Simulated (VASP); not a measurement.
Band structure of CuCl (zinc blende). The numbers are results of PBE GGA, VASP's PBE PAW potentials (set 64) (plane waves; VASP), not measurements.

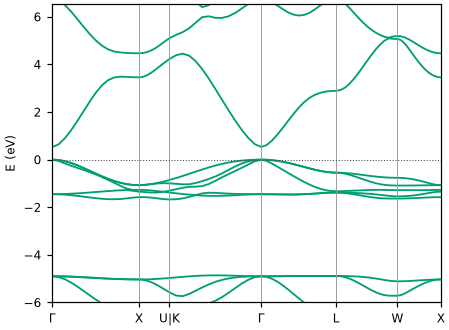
Fig. 1. Bands along high-symmetry lines, zero at the valence-band maximum or, without a gap, the Fermi level

Read the plot: is there a gap, and where are the band edges?

The gap is direct, 0.53 eV, from the valence maximum at Γ to the conduction minimum at Γ. (Edges off the drawn lines would not show.)

Measured: gap 3.39 eV at 2 K (computed value off by -2.86 eV), as given by arXiv:1206.3780.

The compound is CuCl in the zinc blende structure. It was relaxed first.
